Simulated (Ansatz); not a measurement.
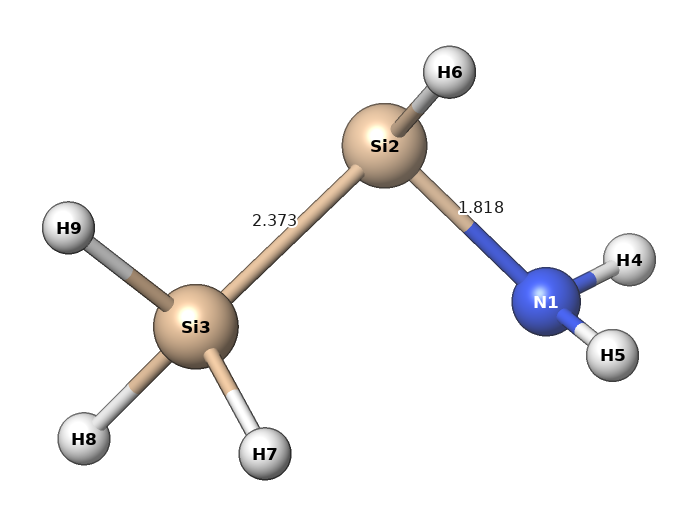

The numbers beside the sticks are distances in Å. Sticks don't show bond order. The species has charge −1 and is a spin singlet. Computed geometry: PBE0-D4/def2-TZVPD optimisation. No frequency run is at hand to confirm it as a minimum.

### Assign a bond order to each marked bond.

N1–Si2 single; Si2–Si3 single. This is one Lewis structure.

### Write the SMILES.

N[SiH-][SiH3]
